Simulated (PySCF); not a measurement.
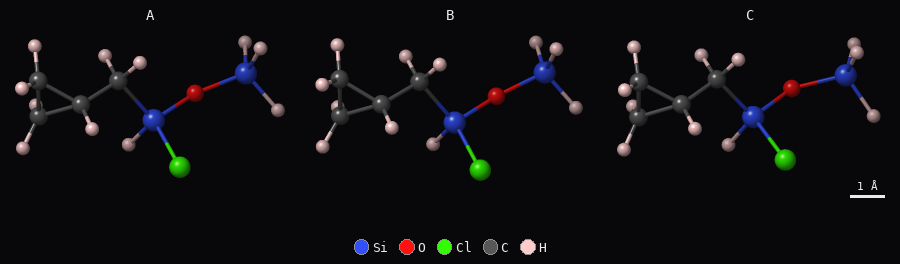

3 geometries from one relaxation of C4H11ClOSi2, in shuffled order. Style: ball-and-stick. Shown at a tilt.

The start comes from GFN2-xTB. Its atoms were then displaced at random by about 0.01 Å.

Level of theory: PBE0-D3(BJ)/def2-SVP geometry optimisation, gas phase in PySCF 2.14.0, density-fitted response routines. 

> Order the frames from highest to lowest energy.

B, A, C. They are steps 0, 5, 12, at +0.321 eV, +0.016 eV relative to the last. The atom that moves furthest after the best rigid fit is an H atom (0.55 Å). Largest moves by element: H 0.55 Å, O 0.37 Å, Cl 0.34 Å, Si 0.21 Å, C 0.14 Å. Some distances before and after: H–Si 1.424 → 1.489 Å, Cl–Si 2.024 → 2.083 Å, H–Si 1.442 → 1.491 Å, H–Si 1.458 → 1.484 Å. Among the angles between lasting bonds that change: Si–O–Si 164.4° → 142.7°, H–Si–H 115.5° → 109.7°, O–Si–H 104.0° → 108.9°. After 12 geometry steps the energy has fallen by 0.321 eV. Cost: 2.7 min on 1 thread of Intel(R) Xeon(R) 6975P-C, on a shared host.
